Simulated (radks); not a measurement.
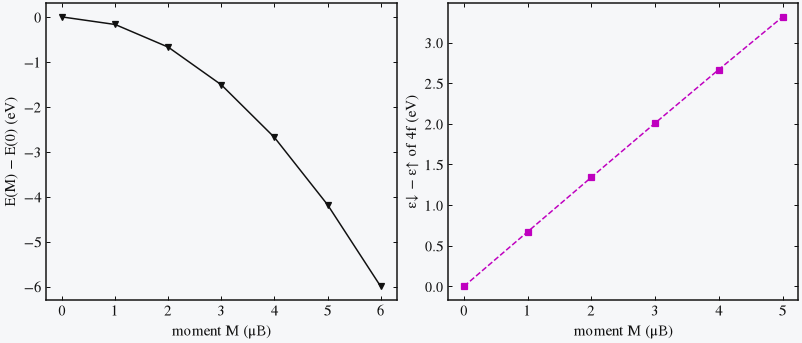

For Sm in [Xe] 4f6 6s2, the spin moment of the 4f shell is fixed at a series of values. Theory: scalar-relativistic Kohn-Sham, PBE, spin-polarised, spherical densities, point nucleus (computed with the in-house radial solver radks). The plot shows the energy and the exchange splitting.

> Describe both curves.

The energy falls with the moment, to −6.00 eV at M = 6 μB, the largest moment run, in line with Hund's first rule (at fractional spins the functional's fractional-spin error adds to the fall). A fit E = −I M²/4 gives an exchange integral I of about 0.67 eV, and the exchange splitting grows nearly in proportion to M, to 3.31 eV (0.66 eV per μB).
